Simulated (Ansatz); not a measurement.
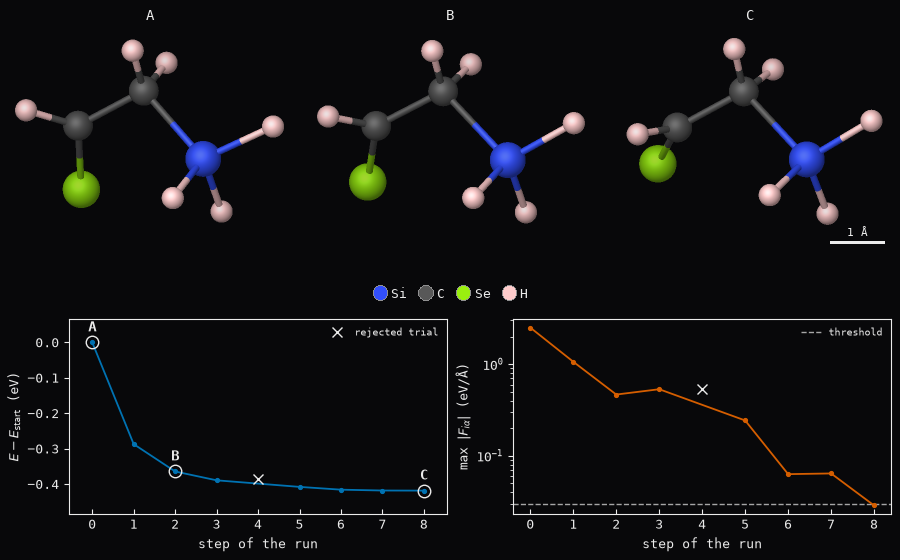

Frames of a relaxation of C2H6SeSi (coarse preliminary run), marked on the history of the run. The picture is a ball-and-stick view, seen from a free direction.

The start comes from a force field.

Theory: RKS PBE-D4/def2-SVP (Ansatz 0.2.0). Set-up: force threshold 0.03 eV/Å; at most 200 steps.

### What happens along the run?

The largest move after the best rigid fit is that of the Se atom, 0.74 Å. By element the largest moves are Se 0.74 Å, H 0.58 Å, Si 0.13 Å, C 0.10 Å. Near-neighbour distances that change, for instance: Se–Si 3.329 → 3.968 Å, C–Si 1.806 → 1.925 Å, C–H 1.156 → 1.112 Å, C–H 1.066 → 1.109 Å. Bond angles that change, for instance: C–C–Se 120.1° → 126.1°, Si–C–H 111.0° → 106.1°, C–C–H 108.4° → 112.5°. Groups turn about C–C by about 35°. Over 7 accepted moves (8 points after the start) the energy falls by 0.418 eV. Largest force component: 2.5 eV/Å at the start, 0.029 eV/Å at the end. The line search rejected the trial step at point 4 of the run. The run took 9.5 s on 4 threads of Arm Neoverse V2 (shared host). From step 0 to 2: the Se atom moves most (0.35 Å), energy −0.364 eV. From step 2 to 8: Se and H atoms move most (0.43 Å), energy −0.054 eV.

```tsv
step	E − E(0), eV	largest force component, eV/Å	note
0	0.0000	2.5065	
1	-0.2870	1.0630	
2	-0.3642	0.4663	
3	-0.3891	0.5331	
4	-0.3863	0.5300	rejected
5	-0.4077	0.2431	
6	-0.4156	0.0631	
7	-0.4179	0.0642	
8	-0.4182	0.0287
```
